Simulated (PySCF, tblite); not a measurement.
# C₆H₁₁N: dynamics, then NMR shifts on frames, part 2 of 2

tblite 0.8.0 and PySCF 2.14.0. Atoms count from 0. Earlier steps stand in the parts before.

## (5) Nuclear shieldings: 625 fs, PBE0/pcSseg-1

What the job is given:

```
{"job": {"kind": "nmr", "xc": "PBE0", "basis": "pcSseg-1", "pop": false}, "charge": 0, "multiplicity": 1}
C      1.867200    -3.184100     1.220700
C      0.971000    -2.170600     1.210300
C      1.372300    -0.708200     0.782300
N      0.290500    -0.204900    -0.156900
C      0.822500     0.354100    -1.436500
C     -0.876500     0.209100     0.424900
C     -1.762700     0.913700    -0.321300
H      2.891100    -3.020500     0.858300
H      1.505600    -4.084500     1.502100
H     -0.027000    -2.037600     1.450000
H      1.420500    -0.174600     1.766500
H      2.354300    -0.897000     0.366700
H      1.780900    -0.047200    -1.613900
H      0.894800     1.421100    -1.429500
H      0.042000     0.022400    -2.029800
H     -0.976900     0.116000     1.416500
H     -1.644700     1.418400    -1.257300
H     -2.706800     1.121300     0.184300
```

Method: GIAO PBE0/pcSseg-1 NMR shielding, non-relativistic, gas phase.

Log:

```text
coarse grid: 14400 points
cycle   1  E = -289.3998465260  dE =  7.564e-01  |g| = 4.381e-01  |ddm| = 3.655e+00
cycle   2  E = -289.3760887163  dE =  2.376e-02  |g| = 5.395e-01  |ddm| = 8.755e-01
cycle   3  E = -289.4482641225  dE = -7.218e-02  |g| = 1.388e-01  |ddm| = 5.440e-01
cycle   4  E = -289.4530924979  dE = -4.828e-03  |g| = 3.051e-02  |ddm| = 1.528e-01
cycle   5  E = -289.4532852585  dE = -1.928e-04  |g| = 1.217e-02  |ddm| = 2.964e-02
cycle   6  E = -289.4533181688  dE = -3.291e-05  |g| = 2.578e-03  |ddm| = 9.840e-03
cycle   7  E = -289.4533195617  dE = -1.393e-06  |g| = 9.197e-04  |ddm| = 2.362e-03
final grid: 137336 points
cycle   8  E = -289.4961800879  dE = -5.480e-05  |g| = 8.579e-03  |ddm| = 3.815e-02
cycle   9  E = -289.4961800900  dE = -2.043e-09  |g| = 8.634e-03  |ddm| = 1.520e-02
cycle  10  E = -289.4961989806  dE = -1.889e-05  |g| = 1.470e-03  |ddm| = 8.136e-03
cycle  11  E = -289.4961994596  dE = -4.790e-07  |g| = 2.717e-04  |ddm| = 1.303e-03
cycle  12  E = -289.4961994728  dE = -1.317e-08  |g| = 1.271e-04  |ddm| = 2.806e-04
cycle  13  E = -289.4961994765  dE = -3.740e-09  |g| = 3.699e-05  |ddm| = 1.333e-04
cycle  14  E = -289.4961994769  dE = -3.482e-10  |g| = 1.042e-05  |ddm| = 3.925e-05
converged SCF energy = -289.4961994769

GIAO shielding tensors (ppm)
atom      isotropic    diamagn.    paramagn.     s11        s22        s33       span
  0 C       71.522     254.743    -183.222    -44.104     94.085    164.583    208.687
  1 C       23.768     263.206    -239.437    -98.104     14.228    155.180    253.285
  2 C      110.048     244.187    -134.139     80.073    106.151    143.918     63.845
  3 N      164.821     329.241    -164.419    108.121    178.859    207.484     99.363
  4 C      147.757     249.501    -101.744    114.582    143.565    185.124     70.542
  5 C       38.832     254.838    -216.006    -81.097     61.335    136.256    217.353
  6 C       98.979     254.090    -155.111     13.085    107.932    175.920    162.835
  7 H       25.528      30.549      -5.021     22.130     25.269     29.185      7.054
  8 H       27.338      30.371      -3.034     22.918     26.533     32.561      9.643
  9 H       24.811      35.031     -10.220     18.498     24.737     31.197     12.699
 10 H       27.440      30.953      -3.513     24.298     26.787     31.235      6.937
 11 H       28.569      34.240      -5.671     24.715     28.603     32.389      7.674
 12 H       29.886      33.260      -3.374     24.768     30.165     34.725      9.957
 13 H       29.879      32.511      -2.632     26.608     27.205     35.824      9.216
 14 H       28.987      33.587      -4.600     25.089     26.620     35.251     10.162
 15 H       25.698      35.734     -10.035     22.173     24.811     30.111      7.938
 16 H       27.439      32.755      -5.315     24.374     25.562     32.383      8.010
 17 H       27.896      29.719      -1.824     25.227     26.111     32.349      7.122
```

It took 22 s on 1 thread of Arm Neoverse V1, shared host; peak memory 0.82 GiB.

This run: δ C1 163.2, C5 148.1, C0 115.4, C6 87.9, H9 6.91, H7 6.19 ppm.

## (6) Nuclear shieldings: 800 fs, PBE0/pcSseg-1

What the job is given:

```
{"job": {"kind": "nmr", "xc": "PBE0", "basis": "pcSseg-1", "pop": false}, "charge": 0, "multiplicity": 1}
C      1.765200    -3.228400     1.061400
C      1.142300    -2.352500     0.348200
C      1.451100    -0.842100     0.662900
N      0.611600     0.069700    -0.041600
C      0.614400    -0.032600    -1.479900
C     -0.541100     0.332500     0.607900
C     -1.752200     0.580100     0.021900
H      2.487300    -3.053000     1.800700
H      1.665800    -4.344500     0.834200
H      0.414900    -2.587500    -0.408700
H      1.199700    -0.864000     1.773300
H      2.567300    -0.656400     0.421200
H      1.605600    -0.358300    -1.765900
H      0.404400     0.870600    -1.978100
H     -0.180900    -0.800900    -1.894800
H     -0.444100     0.407300     1.689000
H     -1.931400     0.568500    -1.012400
H     -2.593600     0.745900     0.662300
```

Level: GIAO PBE0/pcSseg-1 NMR shielding, non-relativistic, gas phase.

Log:

```text
coarse grid: 14400 points
cycle   1  E = -289.4329854760  dE =  8.036e-01  |g| = 4.481e-01  |ddm| = 3.658e+00
cycle   2  E = -289.4120437018  dE =  2.094e-02  |g| = 5.361e-01  |ddm| = 8.625e-01
cycle   3  E = -289.4847900643  dE = -7.275e-02  |g| = 1.256e-01  |ddm| = 5.199e-01
cycle   4  E = -289.4886498824  dE = -3.860e-03  |g| = 3.204e-02  |ddm| = 1.464e-01
cycle   5  E = -289.4888911127  dE = -2.412e-04  |g| = 6.810e-03  |ddm| = 3.047e-02
cycle   6  E = -289.4888996717  dE = -8.559e-06  |g| = 2.479e-03  |ddm| = 7.021e-03
final grid: 137336 points
cycle   7  E = -289.5306074877  dE = -4.598e-05  |g| = 8.703e-03  |ddm| = 3.583e-02
cycle   8  E = -289.5305993805  dE =  8.107e-06  |g| = 1.059e-02  |ddm| = 1.711e-02
cycle   9  E = -289.5306260935  dE = -2.671e-05  |g| = 1.566e-03  |ddm| = 9.878e-03
cycle  10  E = -289.5306266473  dE = -5.538e-07  |g| = 3.475e-04  |ddm| = 1.456e-03
cycle  11  E = -289.5306266719  dE = -2.462e-08  |g| = 1.507e-04  |ddm| = 3.886e-04
cycle  12  E = -289.5306266776  dE = -5.638e-09  |g| = 3.230e-05  |ddm| = 1.498e-04
cycle  13  E = -289.5306266778  dE = -2.183e-10  |g| = 1.288e-05  |ddm| = 3.295e-05
converged SCF energy = -289.5306266778

GIAO shielding tensors (ppm)
atom      isotropic    diamagn.    paramagn.     s11        s22        s33       span
  0 C       68.719     248.960    -180.241    -42.922     82.616    166.463    209.385
  1 C       44.135     258.178    -214.043    -79.686     52.911    159.182    238.868
  2 C      115.694     244.801    -129.107     91.289    103.293    152.498     61.209
  3 N      180.604     328.722    -148.118    122.819    192.837    226.154    103.335
  4 C      149.333     247.759     -98.426    124.701    145.295    178.002     53.301
  5 C       31.248     255.654    -224.406    -84.298     60.910    117.132    201.430
  6 C       98.234     255.850    -157.616      9.511    111.017    174.174    164.664
  7 H       26.664      30.262      -3.597     23.475     26.250     30.268      6.793
  8 H       25.721      25.190       0.531     22.938     24.034     30.191      7.253
  9 H       25.053      32.081      -7.028     21.294     23.493     30.374      9.080
 10 H       26.268      31.563      -5.295     22.237     27.510     29.058      6.821
 11 H       26.370      29.623      -3.253     21.858     26.196     31.056      9.197
 12 H       29.225      31.019      -1.795     24.969     27.978     34.727      9.757
 13 H       29.788      31.902      -2.115     26.215     26.560     36.588     10.373
 14 H       27.588      29.790      -2.202     24.025     26.055     32.685      8.660
 15 H       25.064      33.224      -8.160     21.947     24.797     28.449      6.502
 16 H       28.221      34.172      -5.951     24.623     26.473     33.567      8.944
 17 H       27.909      30.923      -3.014     25.696     26.155     31.876      6.180
```

Run time: 21 s. Hardware: 1 thread of Arm Neoverse V1, shared host; peak memory 0.82 GiB.

This run: δ C5 155.7, C1 142.8, C0 118.2, C6 88.7, H9 6.66, H15 6.65 ppm.

## (7) Shielding tensors: 1000 fs, PBE0/pcSseg-1

What the job is given:

```
{"job": {"kind": "nmr", "xc": "PBE0", "basis": "pcSseg-1", "pop": false}, "charge": 0, "multiplicity": 1}
C      1.681600    -2.999000     1.141800
C      2.052000    -2.036100     0.407300
C      1.592900    -0.690300     0.711100
N      0.582300     0.013100    -0.143600
C      1.036400     0.436200    -1.473400
C     -0.706100    -0.335100     0.163800
C     -1.867700    -0.231400    -0.436200
H      1.065400    -2.692400     2.060800
H      1.874800    -4.068300     1.113400
H      2.662400    -2.183100    -0.466100
H      1.260100    -0.483100     1.750700
H      2.465000     0.070700     0.732500
H      2.038100     0.714100    -1.146000
H      0.551000     1.295900    -1.784800
H      0.863500    -0.325700    -2.166500
H     -0.820600    -0.714300     1.209500
H     -2.087800     0.560100    -1.093700
H     -2.778800    -0.508100     0.158400
```

With the program's defaults for keys left out, this is: GIAO PBE0/pcSseg-1 NMR shielding, non-relativistic, gas phase.

Log:

```text
coarse grid: 14400 points
cycle   1  E = -289.4021594526  dE =  9.320e-01  |g| = 4.739e-01  |ddm| = 3.672e+00
cycle   2  E = -289.3781562743  dE =  2.400e-02  |g| = 5.685e-01  |ddm| = 9.224e-01
cycle   3  E = -289.4591938778  dE = -8.104e-02  |g| = 1.283e-01  |ddm| = 5.609e-01
cycle   4  E = -289.4630080818  dE = -3.814e-03  |g| = 3.455e-02  |ddm| = 1.478e-01
cycle   5  E = -289.4632819560  dE = -2.739e-04  |g| = 6.882e-03  |ddm| = 3.251e-02
cycle   6  E = -289.4632910781  dE = -9.122e-06  |g| = 2.659e-03  |ddm| = 8.377e-03
final grid: 137336 points
cycle   7  E = -289.5049784793  dE = -3.431e-05  |g| = 8.587e-03  |ddm| = 3.285e-02
cycle   8  E = -289.5049659718  dE =  1.251e-05  |g| = 1.116e-02  |ddm| = 1.694e-02
cycle   9  E = -289.5049969660  dE = -3.099e-05  |g| = 1.793e-03  |ddm| = 1.010e-02
cycle  10  E = -289.5049977392  dE = -7.732e-07  |g| = 2.783e-04  |ddm| = 1.502e-03
cycle  11  E = -289.5049977525  dE = -1.327e-08  |g| = 1.558e-04  |ddm| = 3.700e-04
cycle  12  E = -289.5049977584  dE = -5.942e-09  |g| = 3.174e-05  |ddm| = 1.575e-04
cycle  13  E = -289.5049977586  dE = -2.196e-10  |g| = 8.208e-06  |ddm| = 3.685e-05
converged SCF energy = -289.5049977586

GIAO shielding tensors (ppm)
atom      isotropic    diamagn.    paramagn.     s11        s22        s33       span
  0 C       59.444     254.955    -195.510    -38.603     71.808    145.128    183.732
  1 C       61.689     256.055    -194.365    -53.913     68.113    170.868    224.781
  2 C      109.331     245.584    -136.252     79.155    101.439    147.400     68.245
  3 N      161.268     331.697    -170.429    111.925    168.020    203.860     91.935
  4 C      151.854     248.615     -96.761    131.475    135.993    188.095     56.620
  5 C       32.927     256.613    -223.686    -79.672     57.167    121.286    200.958
  6 C      107.476     255.452    -147.976     30.222    123.707    168.498    138.276
  7 H       25.550      30.050      -4.500     22.964     24.026     29.659      6.695
  8 H       26.016      27.452      -1.437     24.566     25.136     28.345      3.779
  9 H       25.893      30.012      -4.120     23.425     25.838     28.415      4.990
 10 H       27.382      32.847      -5.465     24.076     26.593     31.478      7.401
 11 H       26.706      30.761      -4.054     23.251     26.713     30.155      6.904
 12 H       28.459      31.912      -3.453     23.541     28.354     33.482      9.941
 13 H       30.113      33.215      -3.102     26.038     27.870     36.431     10.393
 14 H       29.760      32.108      -2.348     25.262     28.475     35.542     10.281
 15 H       24.687      34.071      -9.384     20.005     23.945     30.111     10.106
 16 H       28.747      33.301      -4.554     26.178     26.357     33.706      7.528
 17 H       27.537      30.049      -2.512     24.569     26.417     31.626      7.057
```

Run time: 21 s. Hardware: 1 thread of Arm Neoverse V1, shared host; peak memory 0.81 GiB.

In short: δ C5 154.0, C0 127.5, C1 125.2, C6 79.4, H15 7.03, H7 6.17 ppm.

## (8) Comparing the runs: NMR shifts

Shifts (ppm) of some atoms, chosen among heavy atoms and hydrogens apart, with basis size and wall time:

| frame | C1 | C5 | C0 | C2 | H8 | H11 | N3 | functions | time |
| --- | --- | --- | --- | --- | --- | --- | --- | --- | --- |
| 250 fs | 164.5 | 145.9 | 126.1 | 65.0 | 6.97 | 2.38 | 90.1 | 174 | 22 s |
| 425 fs | 161.3 | 150.6 | 123.0 | 61.5 | 6.43 | 3.86 | 83.6 | 174 | 21 s |
| 625 fs | 163.2 | 148.1 | 115.4 | 76.9 | 4.38 | 3.15 | 102.9 | 174 | 22 s |
| 800 fs | 142.8 | 155.7 | 118.2 | 71.2 | 6.00 | 5.35 | 87.1 | 174 | 21 s |
| 1000 fs | 125.2 | 154.0 | 127.5 | 77.6 | 5.70 | 5.01 | 106.5 | 174 | 21 s |

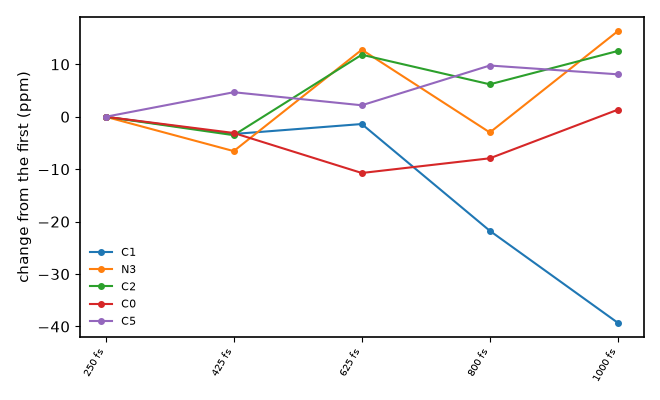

How five of the tabulated atoms move from run to run.

## (9) Results

The summary covers parts 1 to 2.

| quantity | value |
| --- | --- |
| thermostat | 600 K |
| mean temperature, second half | 637 K |
| mean potential energy above the minimum | 1.43 eV |
| 13C shifts against TMS (PBE0/pcSseg-1, 250 fs) | 164.5, 145.9, 126.1, 82.2, 65.0, 35.9 ppm |
| 1H shifts against TMS (PBE0/pcSseg-1, 250 fs) | 7.40, 6.97, 6.97, 5.29, 5.14, 3.98, 2.91, 2.90, 2.61, 2.38, 0.90 ppm |
| 15N shifts against NH3 (PBE0/pcSseg-1, 250 fs) | 90.1 ppm |
| range of the shift of C1 | 125.2 to 164.5 ppm |

What this shows: In the second half the potential energy averages 1.43 eV above the minimum; equipartition over 48 harmonic modes at 600 K would give 1.24 eV. With 18 atoms the temperature swings widely (222 to 854 K). Shifts at one fixed geometry are not the observed spectrum, which averages over the motion. In the first frame run (250 fs): The largest span, 245 ppm, is at C1, where the paramagnetic term is -239 ppm. In ppm, C1 moves most: its shift spreads over 39.3 ppm, from 125.2 (1000 fs) to 164.5 (250 fs).
